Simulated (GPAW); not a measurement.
# A Mo chain with one atom pushed aside at constant bond length: a series of junctions, part 2 of 2

Wanted: the trend of the zero-bias conductance over a family of junctions, a Mo chain with one atom pushed aside at constant bond length.

GPAW 26.7.0; GPAW LCAO, PAW setups; Landauer transmission from Green's functions with principal layers (ASE), zero bias.

So far, conductance (G₀): step 2 (member of the series, offset 0.3 Å) 5.99; step 3 (another cell, offset 0.6 Å) 5.87; step 4 (another cell, offset 0.9 Å) 5.34; step 5 (another cell, offset 1.2 Å) 4.50.

### 7. Potential alignment off

Without the shift, lead and junction are matched by their Fermi levels alone.

The input, run.py:

```python
import json
import numpy as np
from ase import Atoms
from ase.transport.calculators import TransportCalculator
from gpaw import GPAW, FermiDirac
from gpaw.lcao.tools import get_lcao_hamiltonian
from scipy.linalg import eigh

# The junction with lead layers at both ends, along the third cell vector
device = Atoms(
    ['Mo', 'Mo', 'Mo', 'Mo', 'Mo', 'Mo', 'Mo', 'Mo', 'Mo', 'Mo', 'Mo', 'Mo', 'Mo', 'Mo', 'Mo'],
    positions=[
        [4.50000, 4.50000, 1.12500],
        [4.50000, 4.50000, 3.37500],
        [4.50000, 4.50000, 5.62500],
        [4.50000, 4.50000, 7.87500],
        [4.50000, 4.50000, 10.12500],
        [4.50000, 4.50000, 12.37500],
        [4.50000, 4.50000, 14.62500],
        [5.40000, 4.50000, 16.68716],
        [4.50000, 4.50000, 18.74932],
        [4.50000, 4.50000, 20.99932],
        [4.50000, 4.50000, 23.24932],
        [4.50000, 4.50000, 25.49932],
        [4.50000, 4.50000, 27.74932],
        [4.50000, 4.50000, 29.99932],
        [4.50000, 4.50000, 32.24932]],
    cell=[[9.0, 0.0, 0.0], [0.0, 9.0, 0.0], [0.0, 0.0, 33.37432]],
    pbc=True)

# One principal layer of the lead: the first 5 atoms of the device
lead = Atoms(
    ['Mo', 'Mo', 'Mo', 'Mo', 'Mo'],
    positions=[
        [4.50000, 4.50000, 1.12500],
        [4.50000, 4.50000, 3.37500],
        [4.50000, 4.50000, 5.62500],
        [4.50000, 4.50000, 7.87500],
        [4.50000, 4.50000, 10.12500]],
    cell=[[9.0, 0.0, 0.0], [0.0, 9.0, 0.0], [0.0, 0.0, 11.25]],
    pbc=True)

settings = dict(mode='lcao', basis='dzp', xc='PBE', h=0.2,
                occupations=FermiDirac(0.1), maxiter=250,
                mixer=dict(beta=0.1, nmaxold=8, weight=100.0),
                convergence=dict(density=0.0001))
energies = np.arange(-3, 3 + 1e-9, 0.075)
eta = 0.0001
n1, n2 = 1, 1
# k and -k transmit alike, so half of the mesh across the current serves
mesh = [(i, j) for i in range(n1) for j in range(n2) if (i, j) <= (-i % n1, -j % n2)]
weights = np.array([1 if (i, j) == (-i % n1, -j % n2) else 2 for i, j in mesh]) / (n1 * n2)

# [... helper functions left out ...]
fermi_lead = ground_state(lead, (1, 1, 10), 'lead.txt')
fermi_device = ground_state(device, (1, 1, 3), 'device.txt')
# [... loop over the mesh left out, but for ...]
        # Lead and device are aligned by their Fermi levels alone
        shift = 0.0
# [...]
kT = 8.617333e-5 * 300
bias = [0.1, 0.2, 0.5, 1.0, 1.5, 2.0]
# [... integrals and printing left out ...]
```

The run is started by

```bash
> OMP_NUM_THREADS=1 OPENBLAS_NUM_THREADS=1 python run.py
```

The log of the run:

```text
basis functions: device 435, principal layer 145
Fermi level: lead -2.7421 eV, device -2.7013 eV; lead shifted by 0.0000 eV
largest coupling past the next layer 2.80e-05 eV, largest misfit of the first layer 0.018 eV
  E-E_F (eV)   T (one spin)  [channel counts left out]
    -3.000    1.7574e+00
    -2.925    1.8377e+00
    -2.850    1.9142e+00
    -2.775    1.9823e+00
    -2.700    2.0431e+00
    -2.625    2.0975e+00
    -2.550    2.1466e+00
    -2.475    2.1912e+00
    -2.400    2.2316e+00
    -2.325    2.2682e+00
    -2.250    2.3011e+00
    -2.175    2.3303e+00
    -2.100    2.3557e+00
    -2.025    2.3771e+00
    -1.950    2.3942e+00
    -1.875    2.4061e+00
[...]
2.475    1.0288e+00
     2.550    1.0029e+00
     2.625    8.9536e-01
     2.700    6.3239e-01
     2.775    4.4842e-01
     2.850    5.4445e-01
     2.925    5.6764e-01
     3.000    2.5188e-01
conductance at 300 K: 5.3362 G0 a cell; thermopower 0.4092 uV/K
current from the zero-bias T(E) at 0.1 V: 41.338 uA
current from the zero-bias T(E) at 0.2 V: 82.638 uA
current from the zero-bias T(E) at 0.5 V: 205.87 uA
current from the zero-bias T(E) at 1.0 V: 405.98 uA
current from the zero-bias T(E) at 1.5 V: 591.53 uA
current from the zero-bias T(E) at 2.0 V: 747 uA
```

The job ended after 4.2 min (1 thread of Arm Neoverse V1, shared host; peak memory 1.4 GiB).

Numbers from this step:

```yaml
conductance: 5.336 G₀
largest_misfit_of_the_first_principal_layer: 0.01837 eV
shift_that_aligns_the_lead: 0 eV
transmission_at_the_fermi_level_one_spin: 5.339
```

One spin. Transmission, zone mean against energy, zero at the Fermi level:

```csv
energy (eV),"transmission, zone mean"
-3.0000,1.76
-2.7750,1.98
-2.4750,2.19
-2.2500,2.30
-2.0250,2.38
-1.7250,2.41
-1.5000,3.27
-1.2750,3.64
-0.9750,3.46
-0.7500,4.26
-0.5250,5.07
-0.2250,5.35
-0.1500,5.36
0.0000,5.34
0.2250,5.22
0.5250,4.95
0.7500,4.70
0.9750,4.42
1.2750,3.79
1.5000,3.08
1.7250,3.01
2.0250,1.24
2.2500,0.978
2.4750,1.03
2.7750,0.448
3.0000,0.252
```

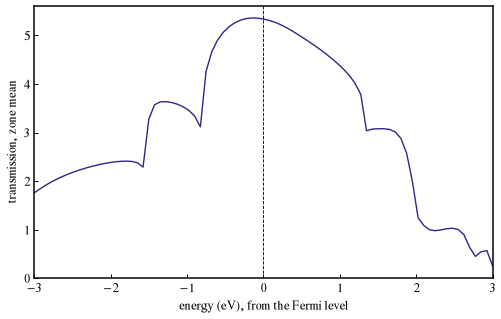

Transmission, zone mean, plotted against energy.

Not self-consistent under bias; the bias window is split evenly. The current through one cell, from the zero-bias transmission by bias:

| bias (V) | current through one cell, from the zero-bias transmission (mA) |
| --- | --- |
| 0.100 | 0.0413 |
| 0.200 | 0.0826 |
| 0.500 | 0.206 |
| 1.000 | 0.406 |
| 1.500 | 0.592 |
| 2.000 | 0.747 |

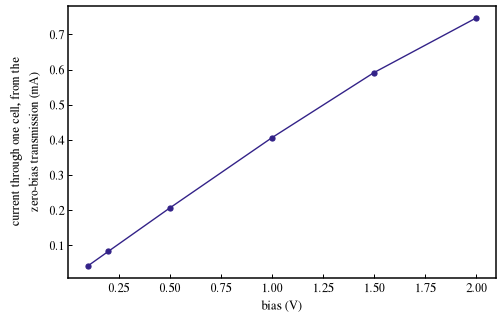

Current through one cell, from the zero-bias transmission, plotted against bias.

Transmission of the three most open eigenchannels against energy, zero at the Fermi level:

```csv
energy (eV),channel 1,channel 2,channel 3
-3.000,0.990,0.517,0.251
-2.475,0.994,0.783,0.415
-2.025,0.990,0.876,0.512
-1.500,0.970,0.925,0.687
-0.975,0.996,0.956,0.922
-0.525,0.998,0.954,0.950
0.000,0.998,0.995,0.937
0.525,0.996,0.996,0.991
0.975,0.998,0.991,0.985
1.500,0.981,0.901,0.748
2.025,0.954,0.289,1.5e-5
2.475,0.963,0.0658,1.6e-5
3.000,0.252,1.5e-5,3.2e-7
```

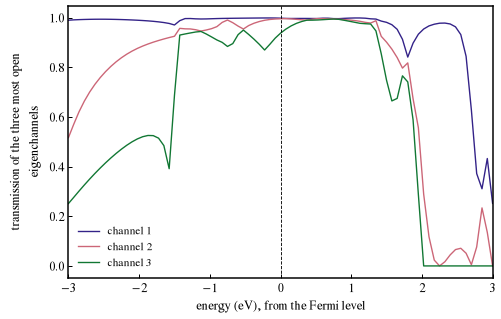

Transmission of the three most open eigenchannels, plotted against energy.

The conductance equals that of the unchanged run to 0.2 %.

### 8. Results

```json
{
  "conductance, first and last member": "5.99 and 4.50 G₀",
  "largest and smallest": "5.99 and 4.50 G₀"
}
```

As the sideways shift goes from 0.3 to 1.2 Å, the conductance goes from 5.99 to 4.50 G₀. The conductance falls at every step of the series. The geometry was built from estimated bond lengths and not relaxed, so the numbers describe this model structure. The run had no spin polarisation, so a magnetic state, which chains and small molecules with open shells often have, wasn't tested. An evenly spaced straight chain is an idealisation: free chains tend to dimerise, zigzag or, where a band edge lies near the Fermi level, turn magnetic. The currents use the zero-bias T(E) throughout, which holds only while the bias is small against the distance to the nearest feature. The energy step is wider than the thermal energy, so the conductance and thermopower rest on interpolation of T(E).

[Logs are printed without paths, hosts, clocks, repeated set-up lines and the standing remarks that a program may print on its own settings, such as how far it seeks lower states.]

[Hosts, paths, dates, database ids (printed as entryN), source tags and the programs' standing remarks are cut or masked in the printed files.]
